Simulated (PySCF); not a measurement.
Si7 (charge +1, doublet)

```xyz
7

Si    0.5778   -1.7348    0.2170
Si   -0.1038    0.6028    0.8365
Si   -0.7201    1.9228   -1.0310
Si   -0.0939   -0.2223   -1.5615
Si   -0.7870    2.8164    1.0962
Si    0.5980   -1.0134    2.4357
Si    0.5365   -2.3622   -2.0473
```

Geometry: PBE-D3(BJ)/def2-SVP.

These are results of DFT single point, gas phase, functional PBE0 (PySCF), not measurements.

Question: What will maps of the electron density, electron localisation function and spin density show?

Answer: Si–Si (2.28 Å): ρ at the midpoint is about 0.54 e/Å³; the ELF peaks at about 0.85 between the atoms, as expected for a covalent bond.
Si–Si (2.33 Å): ρ at the midpoint is about 0.53 e/Å³; the ELF peaks at about 0.85 between the atoms; a covalent bond.
Si–Si (2.38 Å): the density is about 0.48 e/Å³ at the midpoint; the ELF peaks at about 0.85 between the atoms (localised, covalent bonding).
Si–Si (2.43 Å): the density is about 0.43 e/Å³ at the midpoint; the ELF peaks at about 0.70 between the atoms.
The unpaired spin (1 electron) lies mostly on Si6 (about 0.4), Si4 (about 0.2), Si2 (about 0.1), Si7 (about 0.1) and Si3 (about 0.1), in electrons by Hirshfeld's partition.

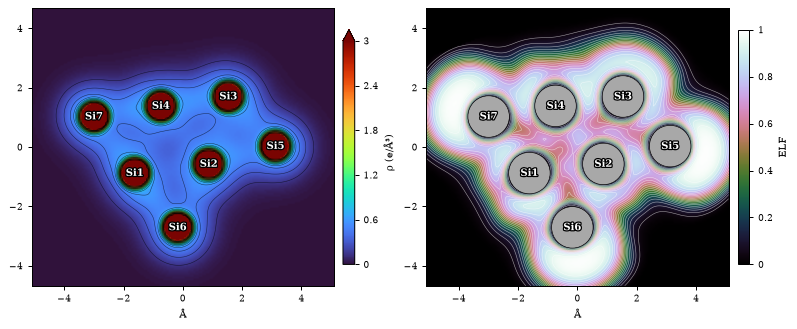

Computed electron density and electron localisation function on the molecular plane, in this order. Grey discs cover the atomic cores in the ELF map. 
